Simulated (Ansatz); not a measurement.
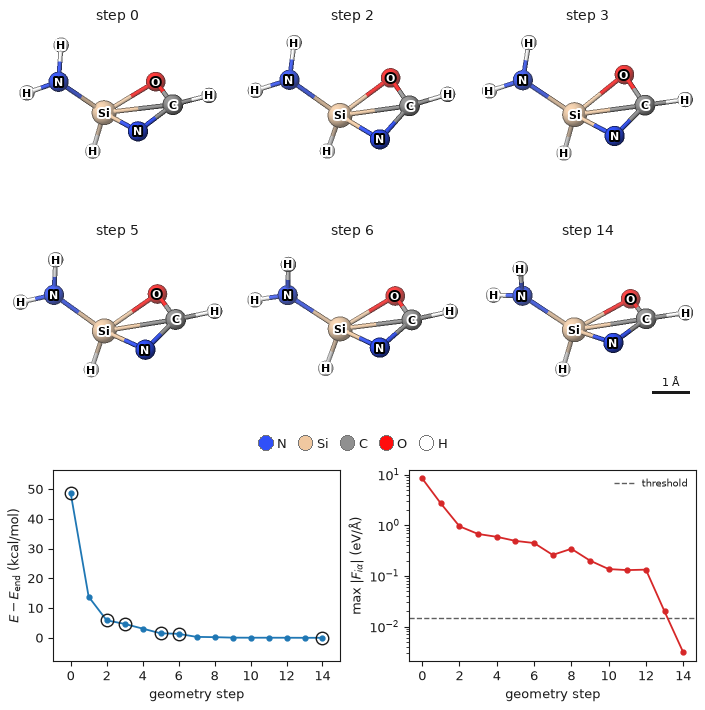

Frames of a relaxation of CH₄N₂OSi, marked on the history of the run. The picture is a ball-and-stick view, seen at a tilt.

The run prepares an end point of a later path (inversion) calculation, from a guessed geometry.

All numbers below come from RKS PBE-D4/def2-SVP in Ansatz 0.2.0.

The input:
```yaml
crystal:
  periodic: [false, false, false]
  atoms:
    - { symbol: "N", position_ang: [0.2117, 0.6978, 1.4768] }
    - { symbol: Si, position_ang: [-0.4867, -0.4213, 0.4533] }
    - { symbol: "N", position_ang: [0.725, -0.632, -0.7007] }
    - { symbol: C, position_ang: [0.0817, -0.1005, -1.5933] }
    - { symbol: O, position_ang: [-1.1042, 0.2238, -0.9188] }
    - { symbol: H, position_ang: [0.18978, 0.41134, 2.3807] }
    - { symbol: H, position_ang: [-0.37318, 1.55818, 1.43678] }
    - { symbol: H, position_ang: [-1.0143, -1.6464, 0.9841] }
    - { symbol: H, position_ang: [0.0926, 0.1253, -2.6179] }
basis:
  gaussian: { orbitals: def2-SVP }
hamiltonian:
  xc: pbe
  dispersion: d4
relax:
  f_tol: 0.015
  max_steps: 40
```

Launched with:
```bash
ansatz run input.yaml --threads 1 --pin off --max-ram 2048MiB --backend cpu --events-out ev --progress --plain --runs-dir out
```

Q: Describe the path.

A: The energy falls by 48.7 kcal/mol in 14 geometry steps. The largest force component goes from 8.4 to 0.0031 eV/Å. The largest move after the best rigid fit is that of H7, 0.82 Å. By element the largest moves are H 0.82 Å, N 0.33 Å, Si 0.21 Å, O 0.21 Å, C 0.16 Å. Near-neighbour distances that change, for instance: Si2–O5 1.637 → 1.803 Å, Si2–N3 1.687 → 1.790 Å, N3–C4 1.222 → 1.301 Å, N1–H6 0.948 → 1.020 Å. Among the angles between lasting bonds that change: N1–Si2–C4 111.9° → 129.7°, N1–Si2–N3 101.7° → 118.5°, N3–C4–H9 143.3° → 127.1°. The run took 57 s on 1 thread of Arm Neoverse V1 (shared host), peak memory 0.27 GiB. From step 0 to 2: N3 moves most (0.31 Å), energy −42.8 kcal/mol. From step 2 to 3: H9 moves most (0.20 Å), energy −1.21 kcal/mol. From step 3 to 5: H7 moves most (0.29 Å), energy −3.16 kcal/mol. From step 5 to 6: H7 moves most (0.20 Å), energy −0.18 kcal/mol. From step 6 to 14: H atoms move most (0.20 Å), energy −1.33 kcal/mol.

| step | E − E(0), kcal/mol | largest force component, eV/Å |
| --- | --- | --- |
| 0 | 0.00 | 8.4232 |
| 1 | -34.89 | 2.7009 |
| 2 | -42.82 | 0.9541 |
| 3 | -44.03 | 0.6737 |
| 4 | -45.61 | 0.5921 |
| 5 | -47.19 | 0.4923 |
| 6 | -47.37 | 0.4464 |
| 7 | -48.39 | 0.2598 |
| 8 | -48.49 | 0.3433 |
| 9 | -48.65 | 0.2007 |
| 10 | -48.67 | 0.1365 |
| 11 | -48.67 | 0.1303 |
| 12 | -48.68 | 0.1330 |
| 13 | -48.70 | 0.0198 |
| 14 | -48.70 | 0.0031 |
